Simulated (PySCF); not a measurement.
## A study: F$_{5}$Nb, SMILES `F[Nb](F)(F)(F)F`

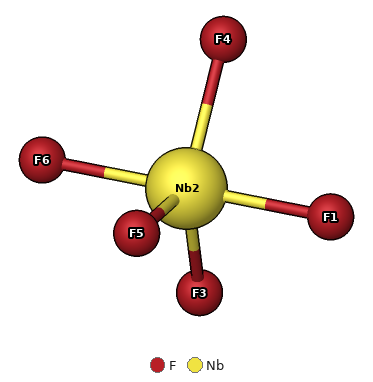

The molecule, with its atoms numbered as below. No frequency check shows the geometry to be a minimum.

Cartesian coordinates (Å):

```
F1       1.7853   -0.0002   -0.0014
Nb2     -0.0001   -0.0001   -0.0000
F3      -0.0006   -1.7552   -0.4730
F4      -0.0009    1.2873   -1.2835
F5       0.0021    0.4681    1.7566
F6      -1.7853    0.0003    0.0015
```

Part 1: Bonding charge

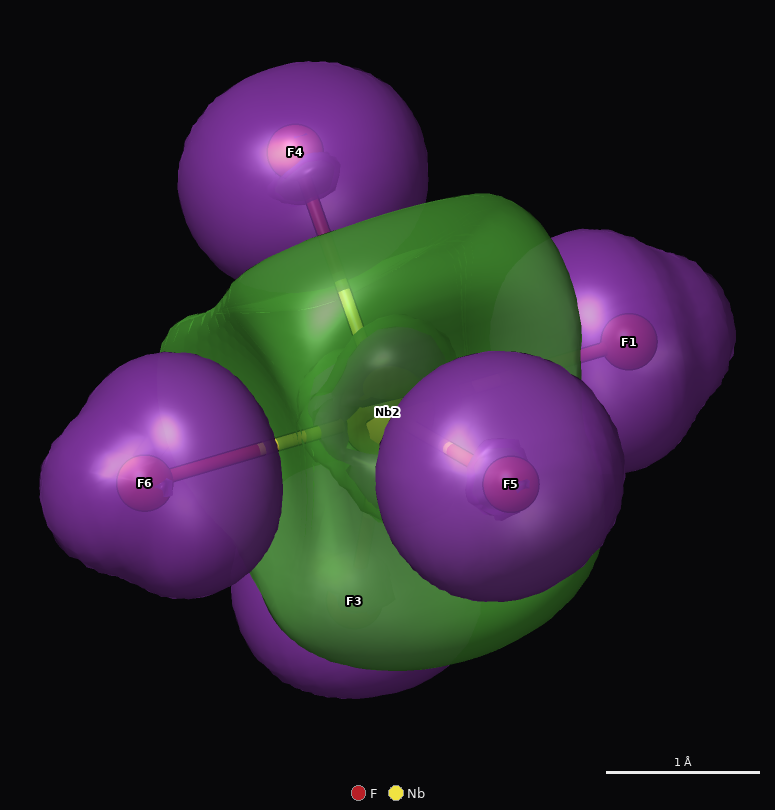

Deformation density (molecule less spherical, spin-averaged free atoms at the same positions), surfaces at ±0.04 e/Å³; purple: gain, green: loss.

Method: ωB97X/def2-TZVP; geometry: GFN2-xTB; program: PySCF. Core potentials replace the inner electrons of Nb; spin–orbit coupling isn't included. This is a single-reference result, which may miss multireference character in this system.

Question: Describe the bonding that the map shows.

Answer: Nb2–F3, Nb2–F4 and Nb2–F5: +0.09 e/Å³ at the bond critical point (bond length 1.82 Å, Mayer order 0.9); up to 0.6 Å beside the axis the gain reaches +0.32 e/Å³. Nb2–F6 and F1–Nb2: +0.08 e/Å³ at the bond critical point (bond length 1.78 Å, Mayer order 1.0); up to 0.6 Å beside the axis the gain reaches +0.34 e/Å³. In all, 1.5 electrons gather in the regions of gain relative to the promolecule. A small or negative value marks a very polar bond, one between electron-rich atoms, whose free-atom densities already overlap strongly, a long bond to a heavier atom, or a closed-shell contact such as a hydrogen bond.

Part 2: Electrostatic potential

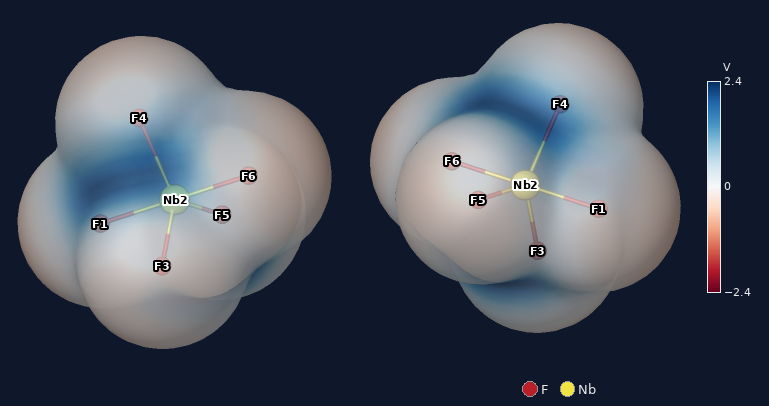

Electrostatic potential on the surface of electron density 0.001 a.u. (back view left, front view right).

Question: Where are the extremes of the potential on the surface?

Answer: Highest: 2.31 V, near F3 (2.00 Å), F4 (2.06 Å) and Nb2 (2.13 Å). Lowest: −0.52 V, 1.7 Å from F1, and at like points elsewhere. Further minima include −0.34 V, 1.6 Å from F4, and at like points elsewhere. The surface is sampled at points, so like sites can differ by a few per cent and only the strongest of them is named.

Question: What volume does the surface enclose, and what is the dipole moment?

Answer: About 95 Å³; the dipole moment is 0.0 D.

Part 3: In an electric field

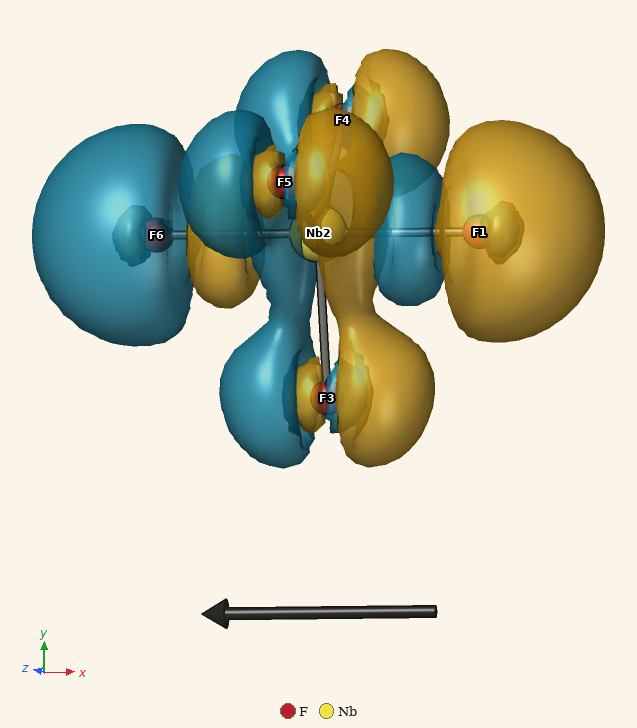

Change of the electron density in a uniform field of 0.21 V/Å along −x (arrow), surfaces at ±0.0008 e/Å³ (yellow: gain, teal: loss).

Computed with PySCF, ωB97X/def2-TZVP, geometry: GFN2-xTB. Core potentials replace the inner electrons of Nb; spin–orbit coupling isn't included. This is a single-reference result, which may miss multireference character in this system. A basis without diffuse functions makes polarisabilities too small.

The field was applied in both directions; the picture shows the one opposite to the script's first.

Question: What dipole is induced, and what polarisability does it imply?

Answer: The induced dipole is 0.38 D (along the field); α along this axis, from the fields in both directions, is 38 bohr³ (5.6 Å³).

The PySCF runs shown took 15 s and 38 s on 1 thread of Intel(R) Xeon(R) Platinum 8488C (Sapphire Rapids), on a shared host.
